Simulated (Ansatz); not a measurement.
## Electronic structure of AlH$_{7}$NSi$_{2}$ (charge +1) in real space

```xyz
11

Al    0.0334    0.1583   -1.8842
N    -0.8973   -1.0560   -2.7633
Si   -0.8833   -2.2560   -1.5019
Si    1.2378    2.1818   -1.2095
H    -0.0294   -3.4489   -1.6978
H    -0.0376   -1.2596   -0.5931
H    -2.1466   -2.4982   -0.7698
H    -1.3340   -1.1375   -3.6758
H     2.6240    1.7307   -0.9243
H     0.5219    2.6753   -0.0053
H     1.1429    3.1015   -2.3720
```

Geometry: PBE0-D3(BJ)/pcseg-1.

Theory: isolated molecule in a Gaussian basis; Kohn-Sham density functional theory, functional PBE0 (Ansatz 0.2.0).

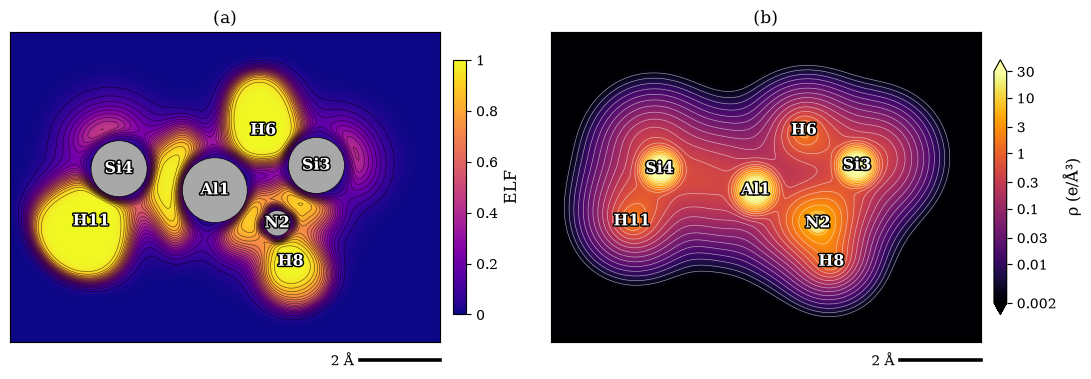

Figure 1. (a) ELF; (b) total electron density on the plane of atoms Al1, Si3 and N2. Grey discs cover the atomic cores in the ELF map.

> What do the fields say about this system?

- The plane passes through Al, N, Si and H nuclei.
- Si–N (1.74 Å): ρ is about 1.1 e/Å³ halfway; the ELF peaks at about 0.90 between the atoms (a shared but strongly polarised pair).
- Al–N (1.76 Å): the density is about 0.86 e/Å³ at the midpoint; the ELF peaks at about 0.85 in the valence shell of N, 0.7 Å from its nucleus, and is about 0.60 at the midpoint.
- Al–Si (2.45 Å): the density is about 0.48 e/Å³ at the midpoint; the ELF peaks at about 1 between the atoms; a shared electron pair.
- N–H (1.01 Å): the density is about 2.9 e/Å³ at the midpoint; the ELF climbs to about 1 towards the hydrogen, as it does in any bond to H: an ordinary covalent bond to hydrogen.
- Al–Si (2.61 Å): ρ at the midpoint is about 0.35 e/Å³, with its minimum of 0.31 e/Å³ about 0.9 Å from Al; the ELF is about 0.25 at the midpoint.

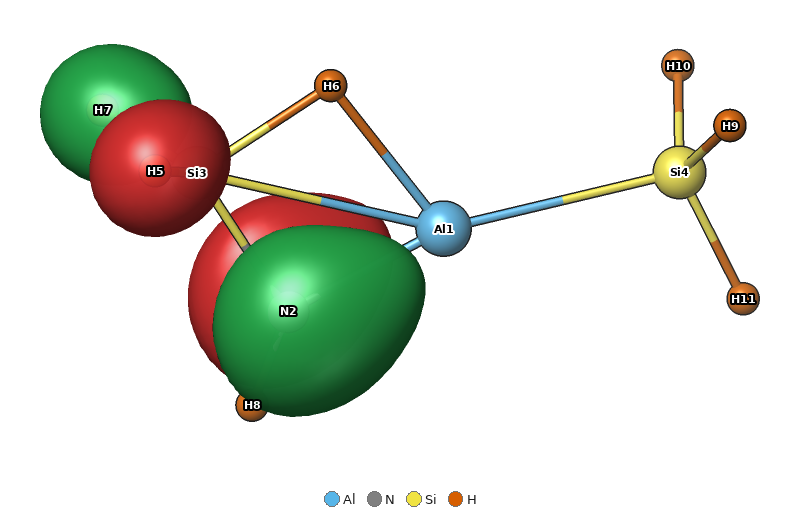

Figure 2. The HOMO at ±0.15 Å⁻³ᐟ² (green and red are the two phases), seen at an oblique angle.

> What is the character of this orbital?

By Hirshfeld shares it lies mainly on N2 (about 50 %), Si3 (about 15 %), Al1 (about 10 %), H5 (about 10 %) and H7 (about 10 %). Its energy is −12.80 eV.

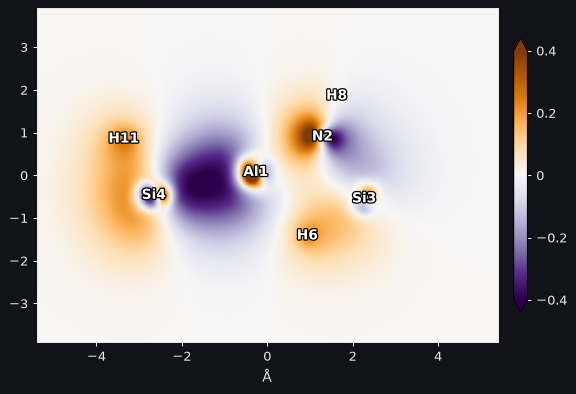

Figure 3. The HOMO−1 on the plane of atoms Al1, Si3 and H6 (values in Å⁻³ᐟ²; the overall sign is arbitrary).

> What is the character of this orbital?

By Hirshfeld shares it lies mainly on Si4 (about 35 %), Al1 (about 35 %) and N2 (about 10 %). Its energy is −13.16 eV.
